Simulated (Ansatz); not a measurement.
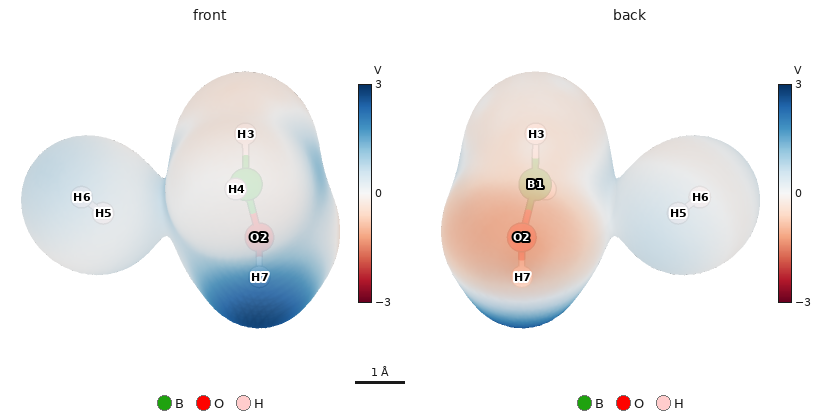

*BH$_{3}$O···H$_{2}$. The electrostatic potential painted on the density surface at 0.002 e/bohr³, seen from the front and from behind; the colour scale runs from red (negative) to blue (positive).*

Theory: Ansatz, RKS PBE/def2-TZVP.

```yaml
atoms:
  - { symbol: B, position_ang: [0.2121, 0.4203, -0.8895] }
  - { symbol: O, position_ang: [1.1049, -0.5788, -0.6570] }
  - { symbol: H, position_ang: [-0.7523, 0.1332, -1.5475] }
  - { symbol: H, position_ang: [0.4014, 1.5300, -0.4523] }
  - { symbol: H, position_ang: [-1.2039, -0.8873, 1.6952] }
  - { symbol: H, position_ang: [-1.6261, -0.3296, 1.9740] }
  - { symbol: H, position_ang: [1.8639, -0.2879, -0.1230] }
```

Q: Where is the surface potential most negative and most positive?

A: The most negative region (about −1.2 V) lies over O2, the most positive (about +2.8 V) over H7. O2 is the likeliest acceptor of a hydrogen bond.
